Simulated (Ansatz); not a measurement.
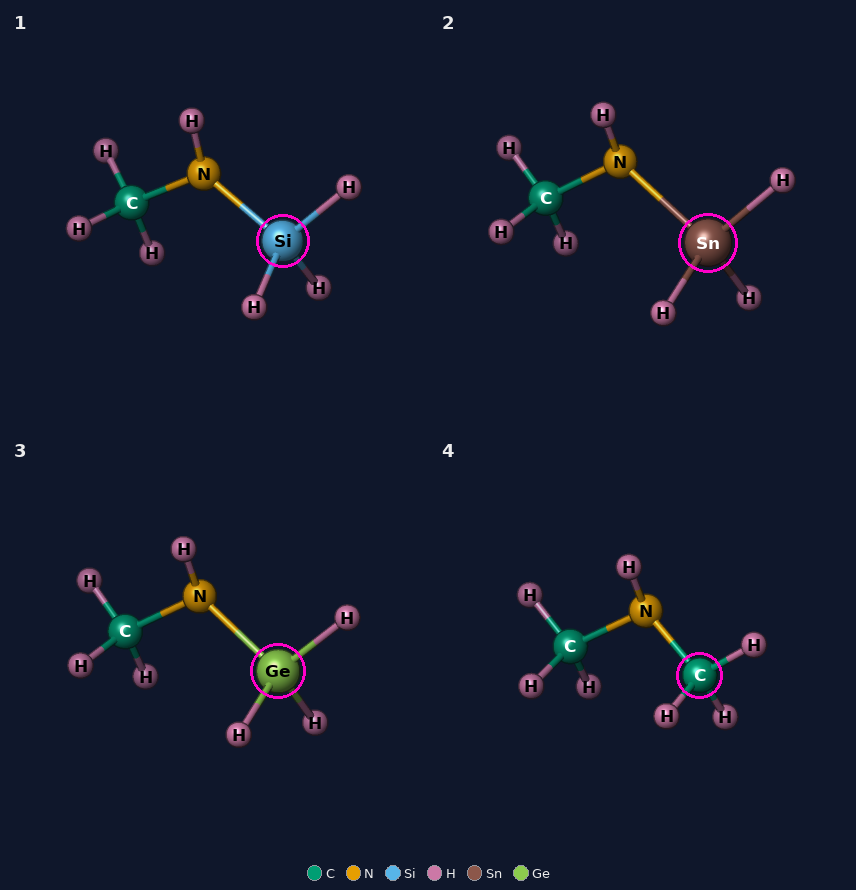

4 molecules with one skeleton, seen from the same side and at one scale; the atom that differs is circled. Charge 0, singlet. Computed geometries: PBE0-D4/def2-TZVP optimisations, one conformation each. Properties computed with Ansatz 0.2.0. Elements past Kr carry core potentials.

One atom differs, called X below: Si in panel 1, Sn in panel 2, Ge in panel 3, C in panel 4. Their formulas are CH7NSi (`CN[SiH3]`), CH7NSn (`C[NH][SnH3]`), CH7GeN (`C[NH][GeH3]`), C2H7N (`CNC`).

Rank them by the length of X–N, lowest first (PBE0-D4/def2-TZVP).

4 (C), 1 (Si), 3 (Ge), 2 (Sn).

Rank them by the HOMO–LUMO gap, lowest first (ωB97M-V/def2-SVP).

2 (Sn), 3 (Ge), 1 (Si), 4 (C).

Give the values. With PBE0-D4/def2-TZVP: mean length of X–H (Å), length of X–N (Å), mean angle H–X–H (°). With ωB97M-V/def2-SVP: HOMO energy (Kohn–Sham orbital) (eV), HOMO–LUMO gap (eV). With PBE-D4/def2-TZVPP: dipole moment (D).

```csv
quantity,1 (Si),2 (Sn),3 (Ge),4 (C)
mean length of X–H (Å),1.490,1.709,1.541,1.097
length of X–N (Å),1.716,2.028,1.838,1.445
mean angle H–X–H (°),108.5,110.8,109.8,107.7
HOMO energy (Kohn–Sham orbital) (eV),−8.95,−8.61,−8.81,−8.53
HOMO–LUMO gap (eV),11.82,10.68,11.57,12.08
dipole moment (D),1.29,0.75,0.86,0.88
```
